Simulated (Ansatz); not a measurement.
System: CF3HfNO (SMILES O=C=[N][Hf]([F])([F])[F]).

Input

```
crystal:
  periodic: [false, false, false]
  atoms:
    - {symbol: O, position_ang: [1.850685, -2.027617, 1.806780]}
    - {symbol: C, position_ang: [1.196950, -1.311269, 1.168761]}
    - {symbol: N, position_ang: [0.519195, -0.568578, 0.507290]}
    - {symbol: Hf, position_ang: [-0.620233, 0.679549, -0.605566]}
    - {symbol: F, position_ang: [0.470353, 2.016821, -1.391251]}
    - {symbol: F, position_ang: [-1.925791, 1.508150, 0.491676]}
    - {symbol: F, position_ang: [-1.491170, -0.297046, -1.977690]}
basis:
  gaussian: {orbitals: def2-TZVPP}
hamiltonian: {xc: pbe0, dispersion: d4}
output: {orbitals: {seedname: orbitals}}
```

Command:

```sh
ansatz run in.yaml --threads 4 --pin off --events-out ev --progress --plain --max-ram 10444MiB
```

Geometry: PBE0-D4/def2-TZVP; core potentials replace the inner electrons of Hf.

Computed with RKS PBE0-D4/def2-TZVPP in Ansatz 0.2.0.

Question: What can the converged electron density and electron localisation function tell about the bonding?

Answer: C–O (1.16 Å): ρ at the midpoint is about 3.7 e/Å³; the ELF peaks at about 0.85 between the atoms: a short, multiple covalent bond.
C–N (1.20 Å): ρ is about 3.2 e/Å³ halfway; the ELF peaks at about 0.85 between the atoms (a short, multiple covalent bond).
Hf–F (1.90 Å): ρ is about 0.95 e/Å³ halfway; the ELF peaks at about 0.80 in the valence shell of F, 0.5 Å from its nucleus, and drops to about 0.20 between the two atoms.
Hf–N (2.02 Å): the density is about 0.77 e/Å³ at the midpoint; the ELF peaks at about 0.85 in the valence shell of N, 0.6 Å from its nucleus, and drops to about 0.20 between the two atoms.

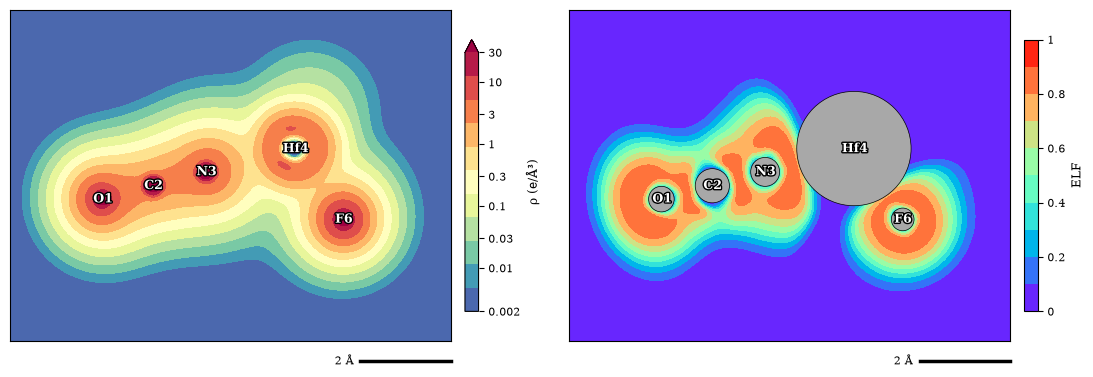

Computed electron density and electron localisation function on the plane of atoms N3, Hf4 and F6, in this order. Grey discs cover the atomic cores in the ELF map. 
